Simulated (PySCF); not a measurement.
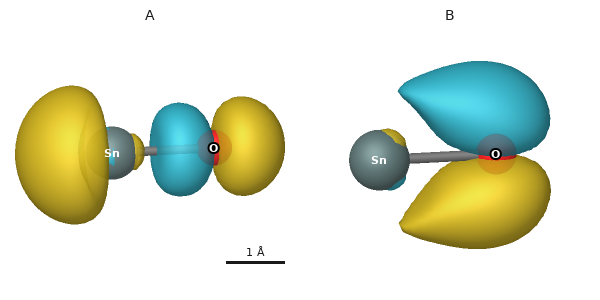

Figure 1: SnO. Two frontier orbitals, each drawn at the value that holds 80 % of its norm (yellow and cyan are the two phases), in no order; of a degenerate pair one member is drawn.

Core potentials replace the inner electrons of Sn.

Method: PBE0/aug-cc-pVDZ(-PP), non-relativistic Hamiltonian with scalar-relativistic core potentials where named, at a bond length of 1.846 Å (PySCF 2.14.0).

Q: Name the orbitals and rank them from lowest to highest energy.

A: Orbital B: π, occupied, −7.85 eV; mainly on O (75 %).
Orbital A: σ, occupied, −7.75 eV; shared between the atoms (Sn 45 %, O 55 %).
